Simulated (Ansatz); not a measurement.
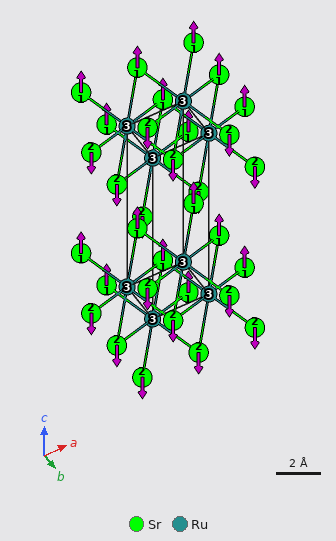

This is a relaxation of solid Sr2Ru (a generated structure, set up in P-3m1). The starting structure is drawn; purple arrows show the displacements (the part carried along by the change of the cell is left out), magnified 50 times.

The picture is a ball-and-stick view of the cell of the calculation, seen from a free direction.

Level of theory: Ansatz 0.2.0, DFT PBE, scalar-relativistic, plane waves, PAW. Set-up: plane-wave cutoff 420 eV; k-point mesh 12 × 12 × 6; occupations gaussian; smearing width 0.1 eV; no spin polarisation; cell and atoms relaxed; force threshold 0.01 eV/Å; at most 80 steps.

Atoms of which element are displaced furthest, and by how much?

Answer. Strontium: up to 0.022 Å, against 0.000 Å for ruthenium.

What happened in the run?

Answer. The largest moves relative to the cell, 0.022 Å, are those of Sr1 and Sr2. Sr2 goes along −c. Ru stays in place. The drawn cell changes as follows: a = b 3.858 → 3.868 Å (+0.3 %), c 8.098 → 7.952 Å (−1.8 %); the volume changes by −1.3 %. Near-neighbour distances that change, for instance: Sr1–Ru3 2.988 → 2.983 Å. The space group stays P-3m1 (No. 164). Over 2 accepted moves (3 points after the start) the energy falls by 1.3 meV per atom. The largest force component goes from 0.0086 to 0.0085 eV/Å. The pressure goes from −0.18 to 0.04 GPa. The SCF was repeated once at an unchanged geometry on a basis and grid sized afresh for the cell, which shifted the energy by less than 0.05 meV per atom at most.
